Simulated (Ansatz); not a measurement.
## Electronic structure of C5H4F6O2Ti (SMILES CC1=CC(C(F)(F)F)=[O+][Ti-]([F])([F])([F])[O]1) in real space

Input file:

```
crystal:
  periodic: [false, false, false]
  atoms:
    - {symbol: C, position_ang: [-1.356580, -1.149304, 2.128386]}
    - {symbol: C, position_ang: [-0.493820, -0.626561, 1.032256]}
    - {symbol: C, position_ang: [-1.004684, 0.292854, 0.086487]}
    - {symbol: C, position_ang: [-0.191094, 0.767624, -0.903350]}
    - {symbol: C, position_ang: [-0.725831, 1.765176, -1.934033]}
    - {symbol: F, position_ang: [-0.030699, 2.897401, -1.875606]}
    - {symbol: F, position_ang: [-0.609437, 1.262522, -3.159392]}
    - {symbol: F, position_ang: [-2.009948, 2.055704, -1.724955]}
    - {symbol: O, position_ang: [1.035150, 0.472616, -1.096334]}
    - {symbol: Ti, position_ang: [2.322426, -0.691606, -0.203455]}
    - {symbol: F, position_ang: [2.356631, -2.413438, -0.506928]}
    - {symbol: F, position_ang: [3.484509, -0.173542, -1.414980]}
    - {symbol: F, position_ang: [3.172122, -0.172765, 1.234167]}
    - {symbol: O, position_ang: [0.692252, -1.027318, 0.991394]}
    - {symbol: H, position_ang: [-2.391776, -0.828725, 2.030499]}
    - {symbol: H, position_ang: [-0.956229, -0.799011, 3.083705]}
    - {symbol: H, position_ang: [-1.299707, -2.239538, 2.139458]}
    - {symbol: H, position_ang: [-2.030683, 0.619210, 0.144484]}
basis:
  gaussian: {orbitals: def2-TZVPP}
hamiltonian: {xc: pbe0, dispersion: d4}
output: {orbitals: {seedname: orbitals}}
```

Command:

```sh
ansatz run in.yaml --threads 11 --pin off --events-out ev --progress --plain --max-ram 120832MiB --backend cuda --devices 0, --max-vram 75GiB
```

Geometry: PBE0-D4/def2-TZVP.

Level of theory: RKS PBE0-D4/def2-TZVPP in Ansatz 0.2.0.

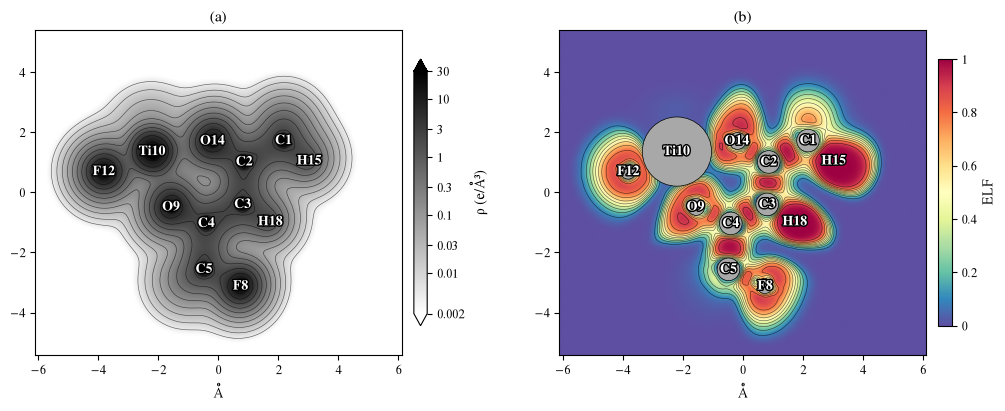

Figure 1. (a) electron density; (b) ELF on the plane of atoms O9, Ti10 and O14. Grey discs cover the atomic cores in the ELF map.

### What do the fields say about this system?

- Atoms in the plane: C, F, O, Ti and H.
- C–O (1.25 Å): ρ is about 3 e/Å³ halfway; the ELF peaks at about 0.85 between the atoms: a short, strongly polar bond.
- C–F (1.33 Å): ρ at the midpoint is about 2.4 e/Å³, with its minimum of 2 e/Å³ about 0.5 Å from C; the ELF peaks at about 0.85 between the atoms, as expected for a polar covalent bond.
- C–C (1.37 Å): ρ is about 2.3 e/Å³ halfway; the ELF peaks at about 0.95 between the atoms, as expected for a covalent bond.
- Ti–F (1.76 Å): ρ is about 1.1 e/Å³ halfway; the ELF peaks at about 0.85 in the valence shell of F, 0.5 Å from its nucleus, and drops to about 0.25 between the two atoms.
- Ti–O (1.95 Å): ρ is about 0.68 e/Å³ halfway; the ELF peaks at about 0.90 in the valence shell of O, 0.6 Å from its nucleus, and is about 0.20 at the midpoint.
- The ELF also peaks beside F8, away from the bonds: lone-pair regions.

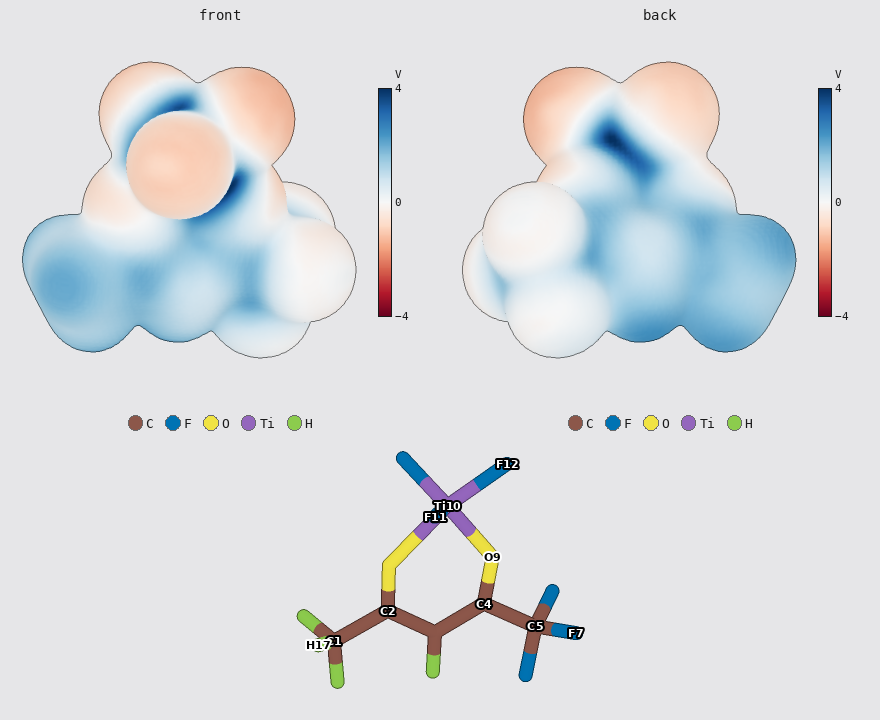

Figure 2. The molecular electrostatic potential painted on the density surface at 0.004 e/bohr³, seen from the front and from behind; the colour scale runs from red (negative) to blue (positive). The bare structure is drawn below in the same view.

### Which sites attract a positive test charge, and which a negative one?

A positive charge is drawn to the negative regions and a negative charge to the positive ones. The most negative region (about −1.3 V) lies over F12, the most positive (about +3.6 V) over Ti10.

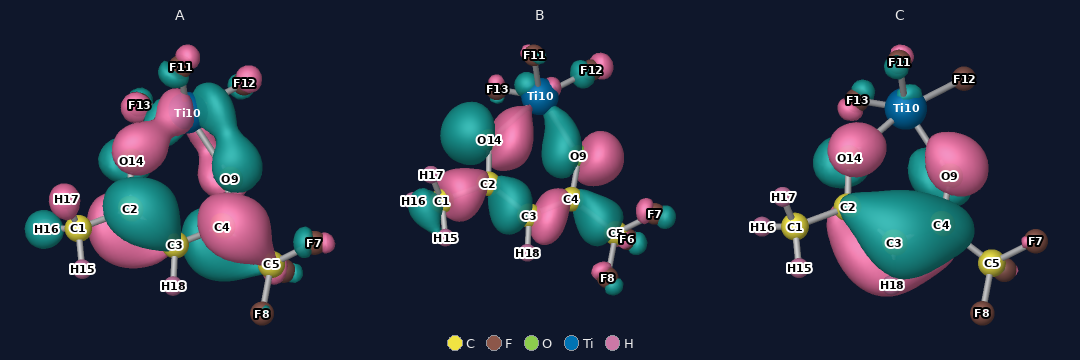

Figure 3. Three frontier orbitals at ±0.1 Å⁻³ᐟ² (teal and pink are the two phases), in no order.

### Which picture is the HOMO−1, the HOMO and the LUMO?

B is the HOMO−1 (−9.17 eV). Its weight (Hirshfeld) is mainly on O14 (about 35 %), O9 (about 20 %), C2 (about 10 %), C3 (about 5 %) and C1 (about 5 %). C is the HOMO (−8.51 eV). It lies mainly on C3 (about 35 %), O9 (about 15 %), C4 (about 15 %), O14 (about 10 %) and C2 (about 10 %). A is the LUMO (−3.11 eV). Its weight (Hirshfeld) is mainly on C2 (about 20 %), C4 (about 20 %), Ti10 (about 15 %), O14 (about 10 %), O9 (about 10 %) and C3 (about 10 %).

### What is the HOMO–LUMO gap?

5.40 eV between the orbital energies.
